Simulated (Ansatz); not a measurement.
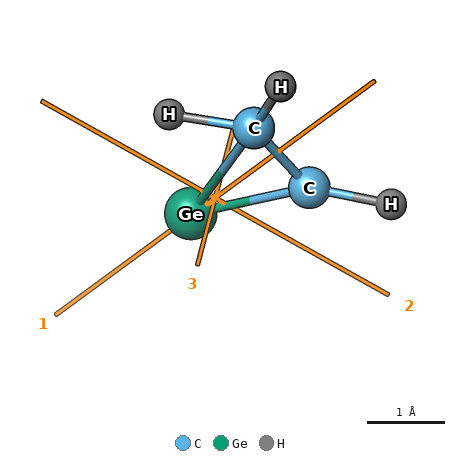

The three principal axes of inertia are drawn and numbered. Distant atoms are faded towards the background colour. Charge +1, singlet. Computed geometry: PBE-D4/def2-SVP optimisation. No frequency run is at hand to confirm it as a minimum. Masses are those of the most abundant isotopes; constants are for the rigid equilibrium geometry.

> Which line is the a axis (least moment of inertia), which b and which c?

a is line 1, b is line 2, c is line 3; the moments are 15.2, 89.1, 104 u Å².

> What kind of rotor is it, and what are its rotational constants in cm⁻¹?

An asymmetric top (Cs): A = 1.11, B = 0.189, C = 0.162 cm⁻¹. Ray's parameter κ is −0.94, close to the prolate limit.
